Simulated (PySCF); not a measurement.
## AlH2Br: single-point calculation

System: AlH2Br, multiplicity 3.
Method: B2PLYP/STO-6G, UKS (PySCF 2.14.0).

The geometry is that of the parent species in another charge or spin state. The geometry comes from this level: GFN2-xTB.

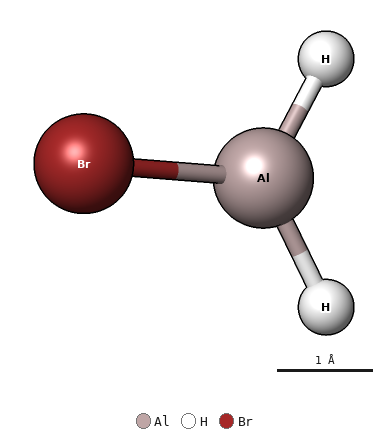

The structure (ball-and-stick view, seen at an oblique angle). Sticks mark near contacts. Bond lengths as drawn: Al–Br 2.24 Å and Al–H 1.53 Å.

Summary:

```tsv
quantity	value
outcome	converged
total energy	−2802.961917 hartree
SCF energy	−2802.949481 hartree
basis functions	29
⟨S²⟩	2.014
dipole moment	0.45 D
hardware	1 thread of Arm Neoverse V2, 24 GiB of memory available, shared host
wall time	8.1 s
peak memory	0.24 GiB
```

Input file (input.py):
```python
from pyscf import gto, dft, mp

system = gto.Mole()
system.atom = [
    ('Al', (0.085960, 0.143320, 0.001240)),
    ('H', (1.619870, 0.141230, 0.011920)),
    ('H', (-0.640600, 1.494120, -0.021230)),
    ('Br', (-1.065230, -1.778670, 0.008060)),
]
system.basis = 'sto-6g'
system.max_memory = 1860
system.verbose = 3
system.spin = 2
system.build()

calc0 = dft.UKS(system)
calc0.xc = '0.53*HF + 0.47*B88, 0.73*LYP'
calc0.conv_tol = 1e-10
calc0.grids.level = 5
calc0.kernel()
if not calc0.converged:
    calc0 = calc0.newton().run(calc0.mo_coeff, calc0.mo_occ)

pt = mp.MP2(calc0, frozen=14).run()
energy = calc0.e_tot + 0.27 * pt.e_corr
print('PT2 part  %.8f' % (0.27 * pt.e_corr))
print(f'total energy: {energy:.8f} hartree')
```

Command:
```bash
OMP_NUM_THREADS=1 python input.py
```

Log:
```
WARN: HOMO 0.0106566225218093 >= LUMO -0.404159575049682

WARN: HOMO 0.0759748328470043 >= LUMO -0.0645710852643858

WARN: HOMO 0.0889480737546695 >= LUMO -0.0964103532752693

WARN: HOMO 0.0946458971736165 >= LUMO -0.0635025045908918

WARN: HOMO 0.0959421208834197 >= LUMO -0.0663514022069147

WARN: HOMO 0.0963055773232038 >= LUMO -0.0671133519642265

WARN: HOMO 0.0950426487222668 >= LUMO -0.0667878194850915

WARN: HOMO 0.0944699938523987 >= LUMO -0.0664161372447584

WARN: HOMO 0.102512210487474 >= LUMO -0.0674476816697258

WARN: HOMO 0.101146462082006 >= LUMO -0.0670671451035133

WARN: HOMO 0.0999590748016739 >= LUMO -0.066887194964648

WARN: HOMO 0.10046840419609 >= LUMO -0.0669647390599095

WARN: HOMO 0.100359060708763 >= LUMO -0.0669551561341359

WARN: HOMO 0.100350706731875 >= LUMO -0.066952302992762

WARN: HOMO 0.100350528371778 >= LUMO -0.066952486163497

converged SCF energy = -2802.94948113051  <S^2> = 2.0141282  2S+1 = 3.009404
E(UMP2) = -2802.99554014932  E_corr = -0.0460590188066271
E(SCS-UMP2) = -2802.99957921251  E_corr = -0.0500980820002402
PT2 part  -0.01243594
total energy: -2802.96191707 hartree
```
